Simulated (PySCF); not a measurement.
C4H9NSi, SMILES CCC[SiH2]C#N at its GFN2-xTB optimised geometry (Å):

```
15

C      0.8003    -2.1902     0.7278
C      1.1388    -1.1334    -0.3146
C      0.5126     0.2250     0.0000
Si    -1.3897     0.2250     0.0000
C     -1.9040     2.0219     0.0000
N     -2.2256     3.1212    -0.0004
H     -0.2688    -2.3910     0.7423
H      1.1002    -1.8568     1.7192
H      1.3188    -3.1212     0.5091
H      2.2256    -1.0212    -0.3647
H      0.8011    -1.4727    -1.2969
H      0.8809     0.5678     0.9704
H      0.8692     0.9517    -0.7351
H     -1.9841    -0.3557     1.2076
H     -1.9385    -0.3636    -1.2254
```

Method: PBE/def2-TZVP run with PySCF. Cells within 0.4 Å of a nucleus heavier than hydrogen are left out (blank, or x).

Map of the electron localisation function on the plane z = 0.6 Å:

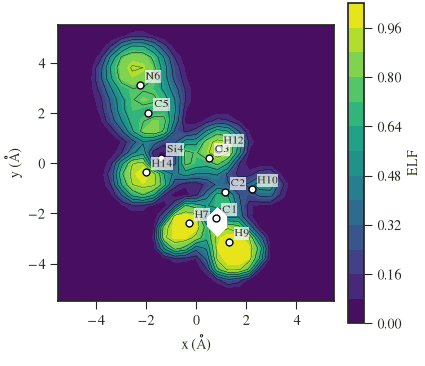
Figure. Electron localisation function on the plane z = 0.6 Å.
